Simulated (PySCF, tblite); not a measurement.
# NF3: fragmentation of the cation, EPR parameters, part 1 of 2

What do calculations give for the fragmentation of the cation, EPR parameters of NF3 (`FN(F)F`)?

Programs: tblite 0.8.0 and PySCF 2.14.0, with routines of our own; each step states its level. All values are computed. Atoms count from 0.

## (1) The starting structure

4 atoms, charge 0, multiplicity 1; geometry from: start built from the parent or by distance geometry.

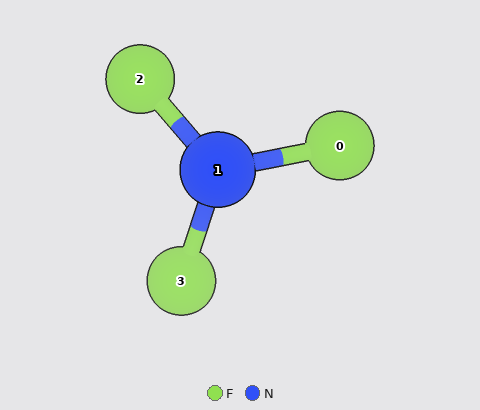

The starting geometry (fluorine green, nitrogen blue).

## (2) Relaxing the molecule with GFN2-xTB

Job settings and geometry (Å):

```
{"job": {"kind": "relax", "xc": "GFN2-xTB", "basis": "xTB"}, "charge": 0, "multiplicity": 1}
F      1.252400    -0.299200    -0.120900
N      0.000300     0.020500     0.318100
F     -0.373800     1.203600    -0.112500
F     -0.858400    -0.915300    -0.130400
```

Command:

```
$ OMP_NUM_THREADS=1 python redox_run.py task.json out
```

One launch serves the whole session: the jobs run in the order shown.

The log of the run:

```text
step      E/eV     max force
  0    -461.05435    3.361
  1    -461.21058    1.457
  2    -461.28237    0.719
  3    -461.29939    0.477
  4    -461.30582    0.129
  5    -461.30617    0.049
  6    -461.30628    0.026
  7    -461.30631    0.018
  8    -461.30633    0.014
  9    -461.30634    0.006
```

Wall time 0.02 s (1 thread of Arm Neoverse V2, shared host).

The steps of the relaxation:

```
step  energy from step 0 (eV)  largest force (eV/Å)
   0                   0.0000                3.3607
   1                  -0.1562                1.4570
   2                  -0.2280                0.7189
   3                  -0.2450                0.4774
   4                  -0.2515                0.1287
   5                  -0.2518                0.0488
   6                  -0.2519                0.0262
   7                  -0.2520                0.0177
   8                  -0.2520                0.0142
   9                  -0.2520                0.0060
```

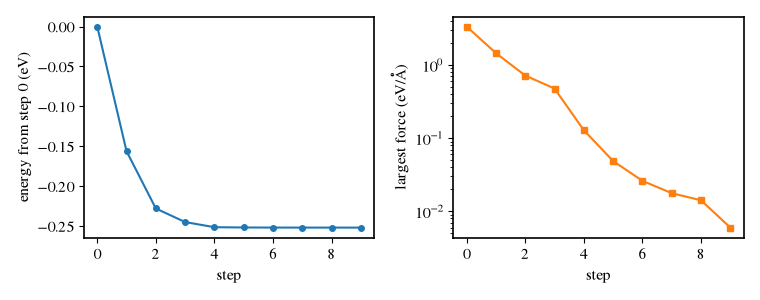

Energy and largest force along the relaxation.

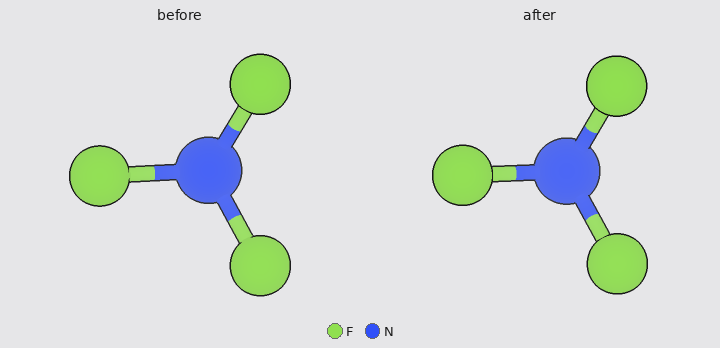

Before and after, at one scale.

Close pairs (by a distance rule), those that changed most:

```
 bond  before (Å)  after (Å)  change (Å)
N1–F2       1.313      1.359      +0.045
N1–F3       1.347      1.359      +0.012
F0–N1       1.365      1.359      -0.006
```

The next job starts from the end point, and lists it.

## (3) Harmonic vibrations with GFN2-xTB

Job settings and geometry (Å):

```
{"job": {"kind": "ir", "xc": "GFN2-xTB", "basis": "xTB"}, "charge": 0, "multiplicity": 1}
F      1.203455    -0.276217    -0.153851
N      0.003956     0.000891     0.421911
F     -0.351783     1.179834    -0.152357
F     -0.835160    -0.894963    -0.161412
```

The log of the run:

```text
mode    cm-1     km/mol
  1     444.9      0.99
  2     444.9      1.01
  3     578.0     26.54
  4     811.1    250.49
  5     811.7    250.65
  6     983.9     28.95
ZPE 24.371  H(298)-E 36.645  G(298)-E -41.724 kJ/mol  S 262.85 J/(mol K)
```

Wall time 0.07 s (1 thread of Arm Neoverse V2, shared host).

The strongest bands and the atoms that carry them (share of the mass-weighted mode):

```
cm⁻¹  km/mol                               atoms
 445     1.0           F3 37 %, F0 33 %, F2 25 %
 445     1.0           F2 38 %, F0 31 %, F3 27 %
 578    26.5  F2 27 %, F3 27 %, F0 27 %, N1 20 %
 811   250.5           N1 69 %, F0 17 %, F3 12 %
 812   250.7                    N1 69 %, F2 19 %
 984    28.9  N1 60 %, F2 13 %, F3 13 %, F0 13 %
```

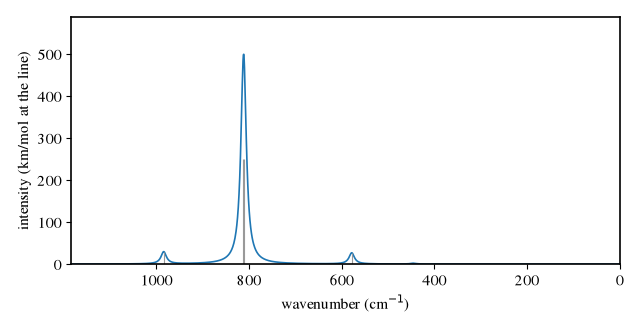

The infrared spectrum from these modes, unscaled. Lines are broadened to a width of 14 cm⁻¹ (Lorentzian).

## (4) Optimising the geometry at PBE0-D3(BJ)/def2-SVP

Job settings and geometry (Å):

```
{"job": {"xc": "PBE0", "basis": "def2-SVP", "d3": "d3bj", "grid": 1, "kind": "geom"}, "charge": 0, "multiplicity": 1}
F      1.203455    -0.276217    -0.153851
N      0.003956     0.000891     0.421911
F     -0.351783     1.179834    -0.152357
F     -0.835160    -0.894963    -0.161412
```

The log of the run:

```text
step   0  E = -353.46267411  max force = 0.008020
step   1  E = -353.46296134  max force = 0.003918
step   2  E = -353.46288112  max force = 0.006379
step   3  E = -353.46299517  max force = 0.001251
step   4  E = -353.46300161  max force = 0.000107
optimisation converged
```

Run time: 3.9 s. Hardware: 1 thread of Arm Neoverse V2, shared host.

Step by step: (the energy doesn't fall at every step)

```
step  energy from step 0 (eV)  largest force component (eV/Å)
   0                   0.0000                          0.4124
   1                  -0.0078                          0.2015
   2                  -0.0056                          0.3280
   3                  -0.0087                          0.0643
   4                  -0.0089                          0.0055
```

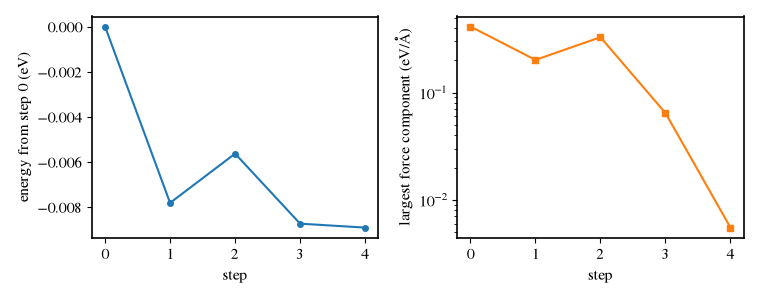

Energy and largest force along the relaxation.

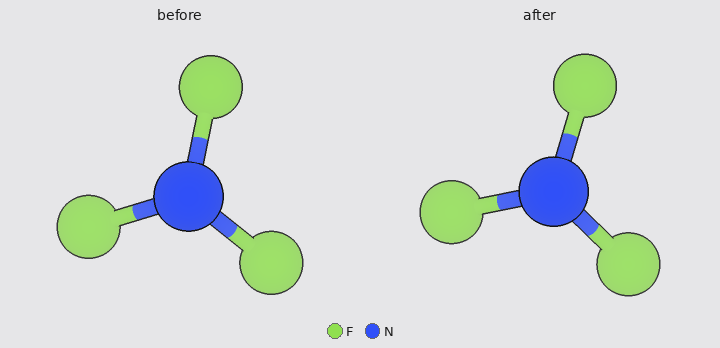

Before and after, at one scale.

Close pairs (by a distance rule), those that changed most:

```
 bond  before (Å)  after (Å)  change (Å)
F0–N1       1.359      1.352      -0.007
N1–F3       1.359      1.352      -0.007
N1–F2       1.359      1.352      -0.007
```

The next job starts from the end point, and lists it.

```
                         at the end point                  value
  point group (found at 0.08 Å tolerance)                    C3v
rotational constants (GHz, main isotopes)  10.956, 10.951, 5.981
                        dipole moment (D)                   0.06
```

## (5) Harmonic vibrations (NF₃): PBE0-D3(BJ)/def2-SVP

Job settings and geometry (Å):

```
{"job": {"xc": "PBE0", "basis": "def2-SVP", "d3": "d3bj", "grid": 2, "kind": "hessian"}, "charge": 0, "multiplicity": 1}
F      1.159526    -0.383270    -0.162642
N      0.006855     0.002861     0.429659
F     -0.238869     1.195075    -0.158987
F     -0.906976    -0.805256    -0.153856
```

The log of the run:

```text
coarse grid: 4320 points
cycle   1  E = -353.2043630761  dE =  6.714e-01  |g| = 1.095e+00  |ddm| = 2.193e+00
cycle   2  E = -352.6928882186  dE =  5.115e-01  |g| = 2.092e+00  |ddm| = 1.807e+00
cycle   3  E = -353.4234739246  dE = -7.306e-01  |g| = 3.822e-02  |ddm| = 1.182e+00
cycle   4  E = -353.4237012421  dE = -2.273e-04  |g| = 1.645e-02  |ddm| = 4.391e-02
cycle   5  E = -353.4237408068  dE = -3.956e-05  |g| = 2.595e-03  |ddm| = 9.309e-03
cycle   6  E = -353.4237422837  dE = -1.477e-06  |g| = 4.908e-04  |ddm| = 2.891e-03
final grid: 45808 points
cycle   7  E = -353.4630206148  dE = -3.407e-06  |g| = 3.663e-03  |ddm| = 6.683e-03
cycle   8  E = -353.4630161279  dE =  4.487e-06  |g| = 6.324e-03  |ddm| = 6.012e-03
cycle   9  E = -353.4630230670  dE = -6.939e-06  |g| = 1.903e-04  |ddm| = 3.656e-03
cycle  10  E = -353.4630230736  dE = -6.581e-09  |g| = 3.573e-05  |ddm| = 1.748e-04
cycle  11  E = -353.4630230738  dE = -2.127e-10  |g| = 1.962e-05  |ddm| = 4.415e-05
cycle  12  E = -353.4630230739  dE = -5.844e-11  |g| = 7.121e-06  |ddm| = 1.820e-05
converged SCF energy = -353.4630230739

mode    cm-1
  1     525.3
  2     525.5
  3     697.6
  4     987.9
  5     988.1
  6    1105.6
ZPE 28.890  H(298)-E 40.452  G(298)-E -36.794 kJ/mol  S 259.09 J/(mol K)
```

Run time: 13 s. Hardware: 1 thread of Arm Neoverse V2, shared host; peak memory 0.74 GiB.

Zero-point energy 28.89 kJ/mol (xTB gave 24.37).

## (6) Optimising the geometry with GFN2-xTB

This step treats NF3+ (doublet), labelled `F[N+](F)F` (the label fixes atoms and charge, not where charge and spin sit).

Job settings and geometry (Å):

```
{"job": {"kind": "relax", "xc": "GFN2-xTB", "basis": "xTB"}, "charge": 1, "multiplicity": 2}
F      1.175800    -0.389400    -0.167900
N     -0.003900     0.011500     0.406600
F     -0.221400     1.187500    -0.155800
F     -0.909500    -0.790600    -0.174500
```

The log of the run:

```text
step      E/eV     max force
  0    -443.05815    5.334
  1    -443.48115    2.733
  2    -443.64766    1.146
  3    -443.68239    0.481
  4    -443.69280    0.031
  5    -443.69284    0.008
```

Wall time 0.01 s (1 thread of Arm Neoverse V2, shared host).

Along the way:

```
step  energy from step 0 (eV)  largest force (eV/Å)
   0                   0.0000                5.3344
   1                  -0.4230                2.7328
   2                  -0.5895                1.1461
   3                  -0.6242                0.4813
   4                  -0.6346                0.0310
   5                  -0.6347                0.0078
```

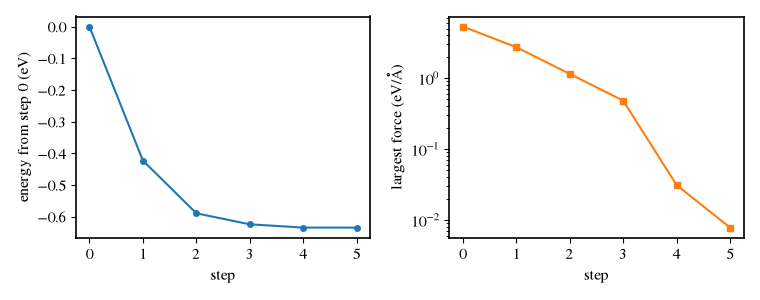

Energy and largest force along the relaxation.

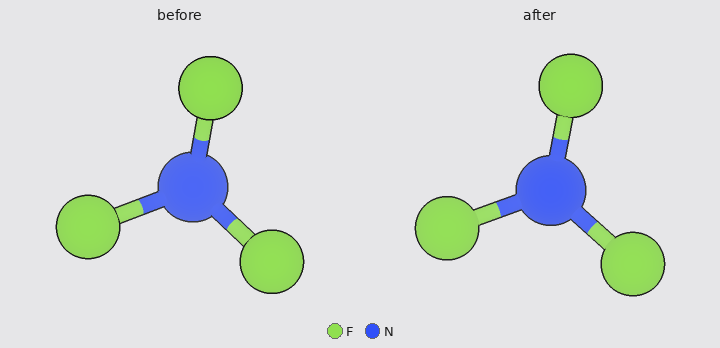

Before and after, at one scale.

Close pairs (by a distance rule), those that changed most:

```
 bond  before (Å)  after (Å)  change (Å)
F0–N1       1.372      1.278      -0.094
N1–F3       1.342      1.278      -0.064
N1–F2       1.322      1.278      -0.044
```

The next job starts from the end point, and lists it.

## (7) Vibrational analysis with GFN2-xTB

Job settings and geometry (Å):

```
{"job": {"kind": "ir", "xc": "GFN2-xTB", "basis": "xTB"}, "charge": 1, "multiplicity": 2}
F      1.183433    -0.396383    -0.098833
N      0.009531     0.002926     0.209833
F     -0.227886     1.221382    -0.093021
F     -0.924074    -0.808970    -0.109513
```

The log of the run:

```text
mode    cm-1     km/mol
  1     458.2     19.11
  2     458.7     19.13
  3     485.8     39.83
  4     906.2      1.99
  5    1116.1    254.87
  6    1116.3    254.77
ZPE 27.163  H(298)-E 39.305  G(298)-E -40.545 kJ/mol  S 267.82 J/(mol K)
```

Run time: 0.06 s. Hardware: 1 thread of Arm Neoverse V2, shared host.

Which atoms move in the most intense modes:

```
cm⁻¹  km/mol                               atoms
 458    19.1           F0 38 %, F3 32 %, F2 21 %
 459    19.1           F2 39 %, F3 29 %, F0 23 %
 486    39.8  N1 60 %, F2 14 %, F3 13 %, F0 13 %
 906     2.0  F0 27 %, F3 27 %, F2 26 %, N1 20 %
1116   254.9           N1 69 %, F2 17 %, F3 15 %
1116   254.8                    N1 69 %, F0 21 %
```

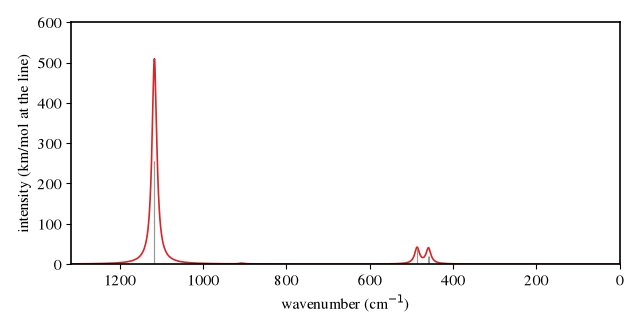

The infrared spectrum from these modes, unscaled. Lines are broadened to a width of 14 cm⁻¹ (Lorentzian).

## (8) Optimising the geometry at PBE0-D3(BJ)/def2-SVP

This step treats NF3+ (doublet), labelled `F[N+](F)F` (the label fixes atoms and charge, not where charge and spin sit).

Job settings and geometry (Å):

```
{"job": {"xc": "PBE0", "basis": "def2-SVP", "d3": "d3bj", "grid": 1, "kind": "geom"}, "charge": 1, "multiplicity": 2}
F      1.183433    -0.396383    -0.098833
N      0.009531     0.002926     0.209833
F     -0.227886     1.221382    -0.093021
F     -0.924074    -0.808970    -0.109513
```

The log of the run:

```text
step   0  E = -353.02174024  max force = 0.010858
step   1  E = -353.02194701  max force = 0.008025
step   2  E = -353.02201242  max force = 0.005667
step   3  E = -353.02208115  max force = 0.000205
step   4  E = -353.02208837  max force = 0.000208
optimisation converged
```

Run time: 5.8 s. Hardware: 1 thread of Arm Neoverse V2, shared host.

Along the way:

```
step  energy from step 0 (eV)  largest force component (eV/Å)
   0                   0.0000                          0.5583
   1                  -0.0056                          0.4127
   2                  -0.0074                          0.2914
   3                  -0.0093                          0.0105
   4                  -0.0095                          0.0107
```

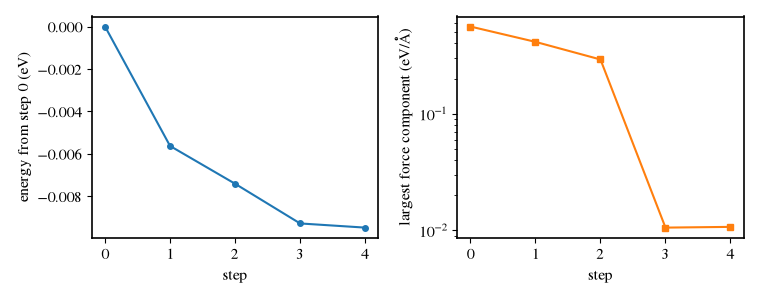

Energy and force, step by step.

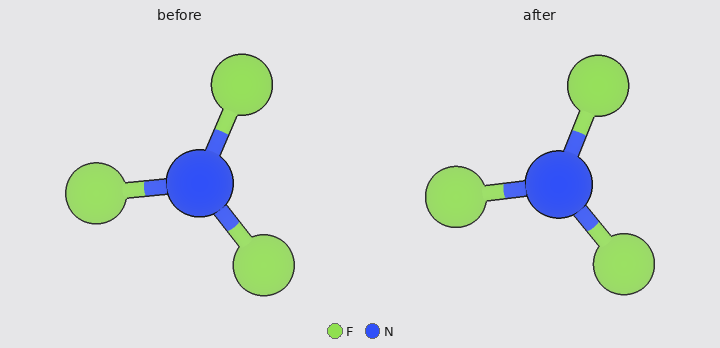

The geometry before (left) and after (right).

Close pairs (by a distance rule), those that changed most:

```
 bond  before (Å)  after (Å)  change (Å)
F0–N1       1.278      1.268      -0.010
N1–F3       1.278      1.268      -0.010
N1–F2       1.278      1.268      -0.009
```

The final coordinates are the input of the step that follows.

```
                         at the end point                  value
  point group (found at 0.08 Å tolerance)                    C3v
rotational constants (GHz, main isotopes)  11.448, 11.434, 5.864
                                     ⟨S²⟩                  0.753
```

(Continued in part 2 of 2.)
